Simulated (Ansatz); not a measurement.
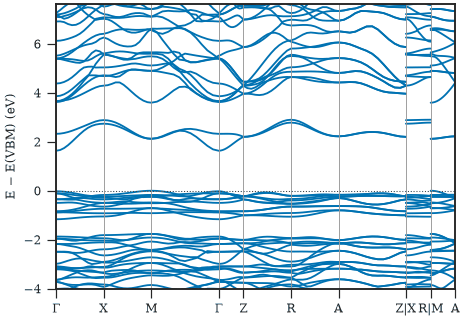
Figure. Band structure from the program Ansatz at the LDA level (PAW)

**Question.** Read off the gap and where the band edges lie.

**Answer.** About 1.6 eV (1.63 eV by a search for the band edges); maximum at M, minimum at Γ.

The material is GaCuBr4 in space group P-42c (No. 112; Ga on 2d, Cu on 2e, Br on 8n).

The first step of the workflow began from a Materials Project structure, measured or hypothetical; the Crystallography Open Database copy checked does not list it. Its standing as an ambient phase is unchecked. The LDA relaxation kept the symmetry of its start; phonons on a q-mesh show no instability. The run is not spin-polarised. Spin–orbit coupling is left out wherever it is not named.

Potentials: the later of the program's two PAW sets.
